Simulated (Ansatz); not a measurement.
# SiH₄O (built from SMILES O.[SiH2]): functionals against CCSD(T) at one geometry

Aim: energy, forces and dipole at a displaced guess of a reacting structure, from CCSD(T) and from density functionals.

Method: single points in def2-TZVPP; program: Ansatz 0.2.0, Gaussian basis.

Cores are frozen in the correlated methods.

**1. The system as given**

6 atoms, charge 0, spin multiplicity 1.

Atoms are counted from 1 here; the program's logs count them from 0.

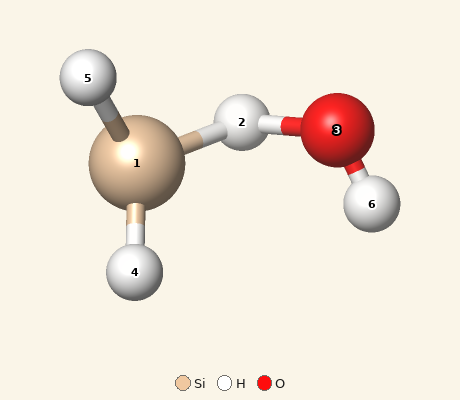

The starting geometry (silicon light orange, hydrogen white, oxygen red); atoms are numbered from 1 in the order of the file.

Coordinates:

```mol
H4OSi
  3D, bonds by distance, orders not assigned

  6  5  0  0  0  0  0  0  0  0999 V2000
   -0.5921    0.4339   -0.4819 Si  0  0
    0.8444    0.2788   -0.5558 H   0  0
    1.1629   -0.2574    0.5301 O   0  0
   -1.3390   -0.5590   -0.3498 H   0  0
   -1.1712    1.4870    0.3974 H   0  0
    1.1416   -1.1125    0.4739 H   0  0
  1  2  8  0
  1  4  8  0
  1  5  8  0
  2  3  8  0
  3  6  8  0
M  END
```

**2. CCSD(T)/def2-TZVPP**

File run/in.yaml:

```yaml
crystal:
  periodic: [false, false, false]
  atoms:
    - {symbol: Si, position_ang: [-0.592100, 0.433900, -0.481900]}
    - {symbol: H, position_ang: [0.844400, 0.278800, -0.555800]}
    - {symbol: O, position_ang: [1.162900, -0.257400, 0.530100]}
    - {symbol: H, position_ang: [-1.339000, -0.559000, -0.349800]}
    - {symbol: H, position_ang: [-1.171200, 1.487000, 0.397400]}
    - {symbol: H, position_ang: [1.141600, -1.112500, 0.473900]}
basis:
  gaussian: {orbitals: def2-TZVPP}
correlation: {method: ccsd_t}
output: {forces: true}
```

The command line of these runs was not kept.

**3. PBE0-D4/def2-TZVPP**

run/in.yaml: that of step 2 with these lines changed.

```diff
@@ -11,3 +11,3 @@
   gaussian: {orbitals: def2-TZVPP}
-correlation: {method: ccsd_t}
-output: {forces: true}
+hamiltonian: {xc: pbe0, dispersion: d4}
+output: {forces: true, orbitals: {seedname: orbitals}}
```

**4. wB97M-V/def2-TZVPP**

run/in.yaml: that of step 3 with these lines changed.

```diff
@@ -11,3 +11,3 @@
   gaussian: {orbitals: def2-TZVPP}
-hamiltonian: {xc: pbe0, dispersion: d4}
-output: {forces: true, orbitals: {seedname: orbitals}}
+hamiltonian: {xc: {name: wB97M-V}}
+output: {forces: true}
```

**5. r2SCAN-D4/def2-TZVPP**

run/in.yaml: that of step 4 with these lines changed.

```diff
@@ -11,3 +11,3 @@
   gaussian: {orbitals: def2-TZVPP}
-hamiltonian: {xc: {name: wB97M-V}}
+hamiltonian: {xc: r2scan, dispersion: d4}
 output: {forces: true}
```

**6. PBE-D4/def2-TZVPP**

run/in.yaml: that of step 5 with these lines changed.

```diff
@@ -11,3 +11,3 @@
   gaussian: {orbitals: def2-TZVPP}
-hamiltonian: {xc: r2scan, dispersion: d4}
+hamiltonian: {xc: pbe, dispersion: d4}
 output: {forces: true}
```

**7. wB97X-V/def2-TZVPP**

run/in.yaml: that of step 6 with these lines changed.

```diff
@@ -11,3 +11,3 @@
   gaussian: {orbitals: def2-TZVPP}
-hamiltonian: {xc: pbe, dispersion: d4}
+hamiltonian: {xc: {name: wB97X-V}}
 output: {forces: true}
```

**8. BLYP-D4/def2-TZVPP**

run/in.yaml: that of step 7 with these lines changed.

```diff
@@ -11,3 +11,3 @@
   gaussian: {orbitals: def2-TZVPP}
-hamiltonian: {xc: {name: wB97X-V}}
+hamiltonian: {xc: {name: BLYP}, dispersion: d4}
 output: {forces: true}
```

(Steps that only read results are left out.)

What does the calculation give? Wanted: energy less free atoms, CCSD(T)/def2-TZVPP; RMS force component; RMS force error; HOMO and LUMO, PBE0-D4; T1 diagnostic.

As calculated:

| quantity | value |
| --- | --- |
| energy less free atoms, CCSD(T)/def2-TZVPP | -332.5 kcal/mol |
| RMS force component | 3.650 to 3.798 eV/Å over the methods |
| RMS force error | PBE0-D4 0.096, wB97M-V 0.142, r2SCAN-D4 0.062, PBE-D4 0.188, wB97X-V 0.138, BLYP-D4 0.221 eV/Å |
| HOMO and LUMO, PBE0-D4 | -6.55 and -1.82 eV |
| T1 diagnostic | 0.017 |

**Reading.** Against CCSD(T) the functionals' energies less atoms differ by -15.2 to -3.0 kcal/mol, PBE-D4 by -15.1 kcal/mol. CCSD(T) in triple zeta still lacks some correlation energy of the bonds, so part of these gaps is its own basis error and they don't rank the functionals. On forces the order runs from r2SCAN-D4 to BLYP-D4. Frozen-core CCSD(T) forces in triple zeta carry basis errors of their own, and this is one geometry, so small gaps rank nothing. The restricted Hartree–Fock reference is unstable towards an unrestricted one at one or more of these structures.
